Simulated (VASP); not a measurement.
Band structure of BeTe (relaxed from the WC structure, space group P-6m2). Computed with r2SCAN meta-GGA, VASP's PBE PAW potentials (set 64) (plane waves; VASP 6.6.1).

Unless said otherwise, spin-orbit coupling is left out, though it shifts the bands of the heavy elements here.

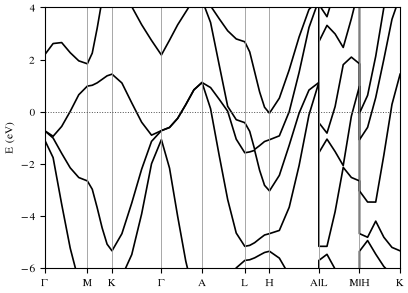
Bands along high-symmetry lines, zero at the valence-band maximum or, without a gap, the Fermi level

Q: Read the plot: is there a gap, and where are the band edges?

A: It has no gap at this level: it comes out as a metal or semimetal.

The structure was generated: BeTe was put into the WC type (P-6m2), which need not be its known phase. It was relaxed first, which changed the volume by +21 %.
